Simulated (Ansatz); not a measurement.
# GeH3 (doublet): HSE06, B2PLYP, RPA-PBE over vertical spin and charge gaps and displaced geometries, 6-31G

How well do these functionals follow the top wave-function level for GeH3 (doublet) over vertical spin and charge gaps and displaced geometries?

Method: 6-31G, all electrons in the functionals, frozen cores in the correlation of double hybrids and RPA; program: Ansatz 0.2.0, Gaussian basis.

The runs, in order: HSE06, B2PLYP, RPA-PBE, at charge 0, doublet; charge 0, quartet; charge 1, singlet; charge 1, triplet; displaced geometry v1; displaced geometry v2 (not every functional at every point).

19 further runs of the same task are left out: 11 that didn't finish, 8 set aside as unsound or not needed.

## Step 1: The system

The geometry is a PBE0/def2-TZVP stationary point (not a proven minimum). No spin-orbit coupling is included. The filled d shell of Ge may be among the frozen orbitals whatever the setting's name suggests; the logs give the count.

4 atoms, charge 0, spin multiplicity 2.

Atoms are counted from 1 here; the program's logs count them from 0.

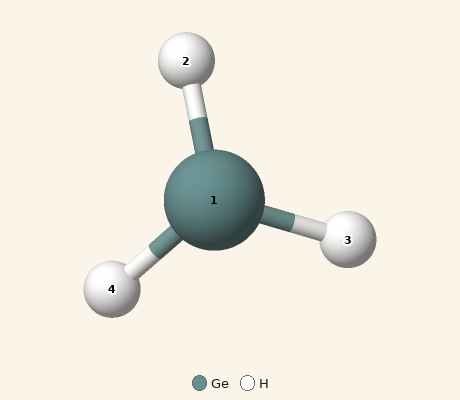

The structure; germanium teal, hydrogen white; atoms are numbered from 1 in the order of the file.

No dispersion term is added. HSE06 is the plane-wave form.

The geometry shown and the zero of energy belong to the point charge 0, doublet. The yardstick, FCI, and other wave-function levels (R restricted, U unrestricted, valence and pair active spaces) come from earlier runs.

## Step 2: HSE06, charge 0, doublet

in.yaml reads:

```yaml
crystal:
  periodic: [false, false, false]
  atoms:
    - {symbol: Ge, position_ang: [0.000034, -0.000003, -0.018730]}
    - {symbol: H, position_ang: [1.465006, 0.016889, 0.452573]}
    - {symbol: H, position_ang: [-0.748285, 1.261093, 0.448403]}
    - {symbol: H, position_ang: [-0.719150, -1.277779, 0.448837]}
basis:
  gaussian: {orbitals: 6-31G}
magnetization: {spin_polarized: true, initial_magnetization: 1}
hamiltonian: {xc: {name: HSE06}}
```

The run is started by

```console
> ansatz run in.yaml --threads 1 --pin off --events-out ev --progress --plain --max-ram 2393MiB
```

The program printed:

```text
Functional definition: HSE06
  name "HSE06"
  cite "Heyd, Scuseria & Ernzerhof, J. Chem. Phys. 118, 8207 (2003) doi:10.1063/1.1564060"
  cite "Krukau, Vydrov, Izmaylov & Scuseria, J. Chem. Phys. 125, 224106 (2006) doi:10.1063/1.2404663"
  cite "Heyd & Scuseria, J. Chem. Phys. 120, 7274 (2004) doi:10.1063/1.1668634"
  cite "Ernzerhof & Perdew, J. Chem. Phys. 109, 3313 (1998) doi:10.1063/1.476928"
  cite "Perdew, Burke & Ernzerhof, Phys. Rev. Lett. 77, 3865 (1996) doi:10.1103/PhysRevLett.77.3865"
  parent pbe
  parameter a = 0.25
  parameter omega = 0.11/bohr
  # The whole range is PBE's own exchange, as in plane waves. The composition of these papers is wPBEh.
  exchange = pbe_x - a*pbe_x_sr(omega) + a*exact_x_sr(omega)
  correlation = pbe_c
346 factors; integrals over basis functions are off by at most 5.1e-4 eV
56 factors; integrals over basis functions are off by at most 3.7e-7 eV
mean field evaluation 1: about -56548.3594 eV, gradient 5.8e0 eV
mean field evaluation 2: about -56548.4812 eV, gradient 3.7e0 eV
mean field evaluation 4: about -56548.5014 eV, gradient 1.1e-1 eV
mean field evaluation 8: about -56548.5093 eV, gradient 1.8e-3 eV
mean field -56548.50924999 eV, -2078.1193849807 hartree, gradient 2.2e-5 eV, S^2 0.751367; 0 other end points of the search recorded, 0 dependent functions left out
reference -56548.50928693 eV, -2078.1193863384 hartree; 18, 17 occupied and 17, 18 virtual orbitals, 346 factors
Total energy: -56548.50928693 eV, -2078.1193863384 hartree
```

Wall time 1 s (1 thread of Arm Neoverse V2, shared host).

From the report: ⟨S²⟩ of the determinant 0.751 (pure doublet: 0.75).

## Step 3: HSE06, charge 1, singlet

in.yaml: that of step 2 with these lines changed.

```diff
@@ -9,3 +9,3 @@
   gaussian: {orbitals: 6-31G}
-magnetization: {spin_polarized: true, initial_magnetization: 1}
+total_charge: 1
 hamiltonian: {xc: {name: HSE06}}
```

Launched as before.

The program printed:

```text
Functional definition: HSE06
  name "HSE06"
  cite "Heyd, Scuseria & Ernzerhof, J. Chem. Phys. 118, 8207 (2003) doi:10.1063/1.1564060"
  cite "Krukau, Vydrov, Izmaylov & Scuseria, J. Chem. Phys. 125, 224106 (2006) doi:10.1063/1.2404663"
  cite "Heyd & Scuseria, J. Chem. Phys. 120, 7274 (2004) doi:10.1063/1.1668634"
  cite "Ernzerhof & Perdew, J. Chem. Phys. 109, 3313 (1998) doi:10.1063/1.476928"
  cite "Perdew, Burke & Ernzerhof, Phys. Rev. Lett. 77, 3865 (1996) doi:10.1103/PhysRevLett.77.3865"
  parent pbe
  parameter a = 0.25
  parameter omega = 0.11/bohr
  # The whole range is PBE's own exchange, as in plane waves. The composition of these papers is wPBEh.
  exchange = pbe_x - a*pbe_x_sr(omega) + a*exact_x_sr(omega)
  correlation = pbe_c
346 factors; integrals over basis functions are off by at most 5.1e-4 eV
56 factors; integrals over basis functions are off by at most 3.7e-7 eV
mean field evaluation 1: about -56539.4653 eV, gradient 8.8e0 eV
mean field evaluation 2: about -56539.7127 eV, gradient 4.1e0 eV
mean field evaluation 4: about -56539.7765 eV, gradient 2.8e-1 eV
mean field evaluation 8: about -56539.7811 eV, gradient 4.2e-4 eV
mean field -56539.78106337 eV, -2077.7986300388 hartree, gradient 2.4e-5 eV, S^2 0.000000; 0 other end points of the search recorded, 0 dependent functions left out
reference -56539.78108944 eV, -2077.7986309967 hartree; 17, 17 occupied and 18, 18 virtual orbitals, 346 factors
Total energy: -56539.78108944 eV, -2077.7986309967 hartree
```

Wall time 0.63 s (1 thread of Arm Neoverse V2, shared host).

From charge 0, doublet: +842.1 kJ/mol.

## Step 4: B2PLYP, charge 0, doublet

in.yaml: that of step 3 with these lines changed.

```diff
@@ -9,3 +9,4 @@
   gaussian: {orbitals: 6-31G}
-total_charge: 1
-hamiltonian: {xc: {name: HSE06}}
+magnetization: {spin_polarized: true, initial_magnetization: 1}
+hamiltonian: {xc: {name: B2PLYP}}
+correlation: {electrons: outside_noble_gas}
```

Same command.

The program printed:

```text
Functional definition: B2PLYP
  name "B2PLYP"
  cite "Grimme, J. Chem. Phys. 124, 034108 (2006) doi:10.1063/1.2148954"
  cite "Becke, Phys. Rev. A 38, 3098 (1988) doi:10.1103/PhysRevA.38.3098"
  cite "Lee, Yang & Parr, Phys. Rev. B 37, 785 (1988) doi:10.1103/PhysRevB.37.785"
  parameter a = 0.53
  parameter c = 0.27
  exchange = (1 - a)*b88_x + a*exact_x
  correlation = (1 - c)*lyp_c + c*(mp2_os + mp2_ss)
346 factors; integrals over basis functions are off by at most 5.1e-4 eV
mean field evaluation 1: about -56543.2311 eV, gradient 4.7e0 eV
mean field evaluation 2: about -56543.2521 eV, gradient 4.7e0 eV
mean field evaluation 4: about -56543.3602 eV, gradient 6.2e-1 eV
mean field evaluation 8: about -56543.3642 eV, gradient 7.3e-3 eV
mean field evaluation 16: about -56543.3642 eV, gradient 5.2e-6 eV
mean field -56543.36420933 eV, -2077.9303082241 hartree, gradient 5.2e-6 eV, S^2 0.751123; 0 other end points of the search recorded, 0 dependent functions left out
14 core orbitals not correlated: weight in the atoms' cores, before any rotation towards them, 0.997 or more for the frozen orbitals, at most 0.001 for the correlated occupied ones
reference -56543.36433380 eV, -2077.9303127981 hartree; 4, 3 occupied and 17, 18 virtual orbitals, 346 factors
second order -1.71712274 eV of doubles, -0.00000000 eV of singles
Total energy: -56543.82795693 eV, -2077.9473506342 hartree
```

It took 0.9 s on 1 thread of Arm Neoverse V2, shared host.

From the report: ⟨S²⟩ of the determinant 0.751 (pure doublet: 0.75).

## Step 5: B2PLYP, charge 0, quartet

in.yaml: that of step 4 with these lines changed.

```diff
@@ -9,3 +9,3 @@
   gaussian: {orbitals: 6-31G}
-magnetization: {spin_polarized: true, initial_magnetization: 1}
+magnetization: {spin_polarized: true, initial_magnetization: 3}
 hamiltonian: {xc: {name: B2PLYP}}
```

Same command.

The program printed:

```text
Functional definition: B2PLYP
  name "B2PLYP"
  cite "Grimme, J. Chem. Phys. 124, 034108 (2006) doi:10.1063/1.2148954"
  cite "Becke, Phys. Rev. A 38, 3098 (1988) doi:10.1103/PhysRevA.38.3098"
  cite "Lee, Yang & Parr, Phys. Rev. B 37, 785 (1988) doi:10.1103/PhysRevB.37.785"
  parameter a = 0.53
  parameter c = 0.27
  exchange = (1 - a)*b88_x + a*exact_x
  correlation = (1 - c)*lyp_c + c*(mp2_os + mp2_ss)
346 factors; integrals over basis functions are off by at most 5.1e-4 eV
mean field evaluation 1: about -56533.7698 eV, gradient 6.1e0 eV
mean field evaluation 2: about -56533.8117 eV, gradient 6.1e0 eV
mean field evaluation 4: about -56534.3383 eV, gradient 1.3e0 eV
mean field evaluation 8: about -56534.5705 eV, gradient 5.7e-1 eV
mean field evaluation 16: about -56534.6735 eV, gradient 6.0e-2 eV
mean field evaluation 32: about -56534.6736 eV, gradient 2.4e-5 eV
mean field evaluation 64: about -56534.5743 eV, gradient 1.3e0 eV
a density is far from that of the atoms, so the factors are made again for it
374 factors; integrals over basis functions are off by at most 3.4e-4 eV
mean field evaluation 96: about -56534.6734 eV, gradient 6.0e-2 eV
mean field evaluation 128: about -56534.5314 eV, gradient 4.6e-1 eV
mean field -56534.67359750 eV, -2077.6109341300 hartree, gradient 2.1e-6 eV, S^2 3.751887; 9 other end points of the search recorded, 0 dependent functions left out
14 core orbitals not correlated: weight in the atoms' cores, before any rotation towards them, 0.996 or more for the frozen orbitals, at most 0.002 for the correlated occupied ones
reference -56534.67372751 eV, -2077.6109389080 hartree; 5, 2 occupied and 16, 19 virtual orbitals, 374 factors
second order -1.51992401 eV of doubles, -0.00000000 eV of singles
Total energy: -56535.08410700 eV, -2077.6260200758 hartree
```

Wall time 7 s (1 thread of Arm Neoverse V2, shared host).

From the report: ⟨S²⟩ of the determinant 3.752 (pure quartet: 3.75).

From charge 0, doublet: +843.7 kJ/mol.

## Step 6: B2PLYP, charge 1, singlet

in.yaml: that of step 5 with these lines changed.

```diff
@@ -9,3 +9,3 @@
   gaussian: {orbitals: 6-31G}
-magnetization: {spin_polarized: true, initial_magnetization: 3}
+total_charge: 1
 hamiltonian: {xc: {name: B2PLYP}}
```

The command is unchanged.

The program printed:

```text
Functional definition: B2PLYP
  name "B2PLYP"
  cite "Grimme, J. Chem. Phys. 124, 034108 (2006) doi:10.1063/1.2148954"
  cite "Becke, Phys. Rev. A 38, 3098 (1988) doi:10.1103/PhysRevA.38.3098"
  cite "Lee, Yang & Parr, Phys. Rev. B 37, 785 (1988) doi:10.1103/PhysRevB.37.785"
  parameter a = 0.53
  parameter c = 0.27
  exchange = (1 - a)*b88_x + a*exact_x
  correlation = (1 - c)*lyp_c + c*(mp2_os + mp2_ss)
346 factors; integrals over basis functions are off by at most 5.1e-4 eV
mean field evaluation 1: about -56534.6457 eV, gradient 6.9e0 eV
mean field evaluation 2: about -56534.6640 eV, gradient 6.9e0 eV
mean field evaluation 4: about -56534.8399 eV, gradient 9.1e-1 eV
mean field evaluation 8: about -56534.8407 eV, gradient 1.3e-3 eV
mean field -56534.84069789 eV, -2077.6170749561 hartree, gradient 6.3e-6 eV, S^2 0.000000; 0 other end points of the search recorded, 0 dependent functions left out
14 core orbitals not correlated: weight in the atoms' cores, before any rotation towards them, 0.999 or more for the frozen orbitals, at most 0.001 for the correlated occupied ones
reference -56534.84079769 eV, -2077.6170786235 hartree; 3, 3 occupied and 18, 18 virtual orbitals, 346 factors
second order -1.76294425 eV of doubles, -0.00000000 eV of singles
Total energy: -56535.31679263 eV, -2077.6345711152 hartree
```

It took 0.72 s on 1 thread of Arm Neoverse V2, shared host.

From charge 0, doublet: +821.2 kJ/mol.

## Step 7: B2PLYP, charge 1, triplet

in.yaml: that of step 6 with these lines changed.

```diff
@@ -10,2 +10,3 @@
 total_charge: 1
+magnetization: {spin_polarized: true, initial_magnetization: 2}
 hamiltonian: {xc: {name: B2PLYP}}
```

Same command.

The program printed:

```text
Functional definition: B2PLYP
  name "B2PLYP"
  cite "Grimme, J. Chem. Phys. 124, 034108 (2006) doi:10.1063/1.2148954"
  cite "Becke, Phys. Rev. A 38, 3098 (1988) doi:10.1103/PhysRevA.38.3098"
  cite "Lee, Yang & Parr, Phys. Rev. B 37, 785 (1988) doi:10.1103/PhysRevB.37.785"
  parameter a = 0.53
  parameter c = 0.27
  exchange = (1 - a)*b88_x + a*exact_x
  correlation = (1 - c)*lyp_c + c*(mp2_os + mp2_ss)
346 factors; integrals over basis functions are off by at most 5.1e-4 eV
mean field evaluation 1: about -56530.8314 eV, gradient 5.7e0 eV
mean field evaluation 2: about -56530.8539 eV, gradient 5.7e0 eV
mean field evaluation 4: about -56531.2133 eV, gradient 9.3e-1 eV
mean field evaluation 8: about -56531.2221 eV, gradient 6.0e-2 eV
mean field evaluation 16: about -56531.2252 eV, gradient 2.3e-1 eV
mean field evaluation 32: about -56531.2250 eV, gradient 2.3e-1 eV
mean field -56531.23029227 eV, -2077.4843949967 hartree, gradient 1.6e-6 eV, S^2 2.022754; 2 other end points of the search recorded, 0 dependent functions left out
14 core orbitals not correlated: weight in the atoms' cores, before any rotation towards them, 0.997 or more for the frozen orbitals, at most 0.002 for the correlated occupied ones
reference -56531.23041119 eV, -2077.4843993668 hartree; 4, 2 occupied and 17, 19 virtual orbitals, 346 factors
second order -1.44676707 eV of doubles, -0.00000000 eV of singles
Total energy: -56531.62103829 eV, -2077.4987546483 hartree
```

Run time: 2.7 s. Hardware: 1 thread of Arm Neoverse V2, shared host.

From the report: ⟨S²⟩ of the determinant 2.023 (pure triplet: 2.00).

From charge 0, doublet: +1177.8 kJ/mol.

## Step 8: B2PLYP, displaced geometry v1

in.yaml reads:

```yaml
crystal:
  periodic: [false, false, false]
  atoms:
    - {symbol: Ge, position_ang: [0.000158, -0.000101, -0.017546]}
    - {symbol: H, position_ang: [1.464297, 0.000648, 0.442604]}
    - {symbol: H, position_ang: [-0.701030, 1.304162, 0.395821]}
    - {symbol: H, position_ang: [-0.774672, -1.297524, 0.426057]}
basis:
  gaussian: {orbitals: 6-31G}
magnetization: {spin_polarized: true, initial_magnetization: 1}
hamiltonian: {xc: {name: B2PLYP}}
correlation: {electrons: outside_noble_gas}
```

The command is unchanged.

The program printed:

```text
Functional definition: B2PLYP
  name "B2PLYP"
  cite "Grimme, J. Chem. Phys. 124, 034108 (2006) doi:10.1063/1.2148954"
  cite "Becke, Phys. Rev. A 38, 3098 (1988) doi:10.1103/PhysRevA.38.3098"
  cite "Lee, Yang & Parr, Phys. Rev. B 37, 785 (1988) doi:10.1103/PhysRevB.37.785"
  parameter a = 0.53
  parameter c = 0.27
  exchange = (1 - a)*b88_x + a*exact_x
  correlation = (1 - c)*lyp_c + c*(mp2_os + mp2_ss)
346 factors; integrals over basis functions are off by at most 5.2e-4 eV
mean field evaluation 1: about -56543.2158 eV, gradient 4.7e0 eV
mean field evaluation 2: about -56543.2363 eV, gradient 4.6e0 eV
mean field evaluation 4: about -56543.3447 eV, gradient 6.1e-1 eV
mean field evaluation 8: about -56543.3489 eV, gradient 6.9e-3 eV
mean field evaluation 16: about -56543.3489 eV, gradient 5.6e-6 eV
mean field -56543.34894702 eV, -2077.9297473446 hartree, gradient 5.6e-6 eV, S^2 0.751259; 0 other end points of the search recorded, 0 dependent functions left out
14 core orbitals not correlated: weight in the atoms' cores, before any rotation towards them, 0.997 or more for the frozen orbitals, at most 0.001 for the correlated occupied ones
reference -56543.34907143 eV, -2077.9297519163 hartree; 4, 3 occupied and 17, 18 virtual orbitals, 346 factors
second order -1.73084622 eV of doubles, -0.00000000 eV of singles
Total energy: -56543.81639990 eV, -2077.9469259212 hartree
```

Run time: 0.96 s. Hardware: 1 thread of Arm Neoverse V2, shared host.

From the report: ⟨S²⟩ of the determinant 0.751 (pure doublet: 0.75).

From charge 0, doublet: +1.1 kJ/mol.

## Step 9: B2PLYP, displaced geometry v2

in.yaml reads:

```yaml
crystal:
  periodic: [false, false, false]
  atoms:
    - {symbol: Ge, position_ang: [0.003474, 0.001263, -0.019218]}
    - {symbol: H, position_ang: [1.303572, 0.026528, 0.463679]}
    - {symbol: H, position_ang: [-0.833098, 1.238309, 0.451329]}
    - {symbol: H, position_ang: [-0.720855, -1.355833, 0.469977]}
basis:
  gaussian: {orbitals: 6-31G}
magnetization: {spin_polarized: true, initial_magnetization: 1}
hamiltonian: {xc: {name: B2PLYP}}
correlation: {electrons: outside_noble_gas}
```

Same command.

The program printed:

```text
Functional definition: B2PLYP
  name "B2PLYP"
  cite "Grimme, J. Chem. Phys. 124, 034108 (2006) doi:10.1063/1.2148954"
  cite "Becke, Phys. Rev. A 38, 3098 (1988) doi:10.1103/PhysRevA.38.3098"
  cite "Lee, Yang & Parr, Phys. Rev. B 37, 785 (1988) doi:10.1103/PhysRevB.37.785"
  parameter a = 0.53
  parameter c = 0.27
  exchange = (1 - a)*b88_x + a*exact_x
  correlation = (1 - c)*lyp_c + c*(mp2_os + mp2_ss)
346 factors; integrals over basis functions are off by at most 6.4e-4 eV
mean field evaluation 1: about -56542.9420 eV, gradient 4.8e0 eV
mean field evaluation 2: about -56542.9631 eV, gradient 4.8e0 eV
mean field evaluation 4: about -56543.0721 eV, gradient 6.3e-1 eV
mean field evaluation 8: about -56543.0761 eV, gradient 1.1e-2 eV
mean field evaluation 16: about -56543.0761 eV, gradient 2.4e-5 eV
mean field -56543.07607671 eV, -2077.9197195457 hartree, gradient 7.6e-6 eV, S^2 0.751120; 0 other end points of the search recorded, 0 dependent functions left out
14 core orbitals not correlated: weight in the atoms' cores, before any rotation towards them, 0.996 or more for the frozen orbitals, at most 0.002 for the correlated occupied ones
reference -56543.07620253 eV, -2077.9197241693 hartree; 4, 3 occupied and 17, 18 virtual orbitals, 346 factors
second order -1.70501279 eV of doubles, -0.00000000 eV of singles
Total energy: -56543.53655598 eV, -2077.9366418467 hartree
```

Wall time 1 s (1 thread of Arm Neoverse V2, shared host).

From the report: ⟨S²⟩ of the determinant 0.751 (pure doublet: 0.75).

From charge 0, doublet: +28.1 kJ/mol.

## Step 10: RPA-PBE, charge 0, doublet

in.yaml reads:

```yaml
crystal:
  periodic: [false, false, false]
  atoms:
    - {symbol: Ge, position_ang: [0.000034, -0.000003, -0.018730]}
    - {symbol: H, position_ang: [1.465006, 0.016889, 0.452573]}
    - {symbol: H, position_ang: [-0.748285, 1.261093, 0.448403]}
    - {symbol: H, position_ang: [-0.719150, -1.277779, 0.448837]}
basis:
  gaussian: {orbitals: 6-31G}
magnetization: {spin_polarized: true, initial_magnetization: 1}
hamiltonian: {xc: {name: PBE}}
correlation: {method: rpa, electrons: outside_noble_gas}
```

The command is unchanged.

The program printed:

```text
Functional definition: PBE
  name "PBE"
  cite "Perdew, Burke & Ernzerhof, Phys. Rev. Lett. 77, 3865 (1996) doi:10.1103/PhysRevLett.77.3865"
  parent pbe
  parameter kappa = 0.804
  parameter beta = 0.06672455060314922
  exchange = pbe_x(kappa = kappa, mu = beta*pi^2/3)
  correlation = pbe_c(beta = beta)
346 factors; integrals over basis functions are off by at most 5.1e-4 eV
mean field evaluation 1: about -56546.4195 eV, gradient 9.1e0 eV
mean field evaluation 2: about -56546.4125 eV, gradient 9.1e0 eV
mean field evaluation 4: about -56546.7470 eV, gradient 1.3e0 eV
mean field evaluation 8: about -56546.7518 eV, gradient 8.4e-3 eV
mean field -56546.75177437 eV, -2078.0547989430 hartree, gradient 3.7e-6 eV, S^2 0.751093; 0 other end points of the search recorded, 0 dependent functions left out
14 core orbitals not correlated: weight in the atoms' cores, before any rotation towards them, 0.996 or more for the frozen orbitals, at most 0.002 for the correlated occupied ones
reference -56509.80775010 eV, -2076.6971310928 hartree; 4, 3 occupied and 17, 18 virtual orbitals, 346 factors
Total energy: -56513.08327745 eV, -2076.8175045026 hartree
```

Wall time 0.78 s (1 thread of Arm Neoverse V2, shared host).

From the report: ⟨S²⟩ of the determinant 0.751 (pure doublet: 0.75).

## Step 11: RPA-PBE, charge 0, quartet

in.yaml: that of step 10 with these lines changed.

```diff
@@ -9,3 +9,3 @@
   gaussian: {orbitals: 6-31G}
-magnetization: {spin_polarized: true, initial_magnetization: 1}
+magnetization: {spin_polarized: true, initial_magnetization: 3}
 hamiltonian: {xc: {name: PBE}}
```

Launched as before.

The program printed:

```text
Functional definition: PBE
  name "PBE"
  cite "Perdew, Burke & Ernzerhof, Phys. Rev. Lett. 77, 3865 (1996) doi:10.1103/PhysRevLett.77.3865"
  parent pbe
  parameter kappa = 0.804
  parameter beta = 0.06672455060314922
  exchange = pbe_x(kappa = kappa, mu = beta*pi^2/3)
  correlation = pbe_c(beta = beta)
346 factors; integrals over basis functions are off by at most 5.1e-4 eV
mean field evaluation 1: about -56537.4752 eV, gradient 9.2e0 eV
mean field evaluation 2: about -56537.4722 eV, gradient 9.2e0 eV
mean field evaluation 4: about -56537.7495 eV, gradient 5.4e0 eV
mean field evaluation 8: about -56537.7496 eV, gradient 5.4e0 eV
mean field evaluation 16: about -56538.3343 eV, gradient 2.8e-2 eV
mean field evaluation 32: about -56537.7519 eV, gradient 3.4e0 eV
mean field evaluation 64: about -56538.1881 eV, gradient 5.2e-2 eV
mean field evaluation 96: about -56538.1884 eV, gradient 6.8e-6 eV
mean field evaluation 128: about -56538.0131 eV, gradient 3.0e0 eV
mean field evaluation 160: about -56538.2002 eV, gradient 3.9e-2 eV
a density is far from that of the atoms, so the factors are made again for it
375 factors; integrals over basis functions are off by at most 3.6e-4 eV
mean field evaluation 192: about -56538.1930 eV, gradient 2.2e-2 eV
mean field evaluation 224: about -56537.8588 eV, gradient 4.1e-4 eV
mean field evaluation 256: about -56537.7409 eV, gradient 4.6e0 eV
mean field evaluation 288: about -56537.5577 eV, gradient 4.3e-1 eV
mean field evaluation 320: about -56537.5261 eV, gradient 2.1e-1 eV
mean field evaluation 352: about -56533.4681 eV, gradient 8.5e0 eV
mean field -56538.33405354 eV, -2077.7454534084 hartree, gradient 2.7e-6 eV, S^2 3.750842; 19 other end points of the search recorded, 0 dependent functions left out
14 core orbitals not correlated: weight in the atoms' cores, before any rotation towards them, 0.995 or more for the frozen orbitals, at most 0.003 for the correlated occupied ones
reference -56501.19408032 eV, -2076.3805845671 hartree; 5, 2 occupied and 16, 19 virtual orbitals, 375 factors
Total energy: -56504.51221941 eV, -2076.5025239292 hartree
```

It took 15 s on 1 thread of Arm Neoverse V2, shared host.

From the report: ⟨S²⟩ of the determinant 3.751 (pure quartet: 3.75).

From charge 0, doublet: +827.0 kJ/mol.

(Part 1 of 2 ends here.)
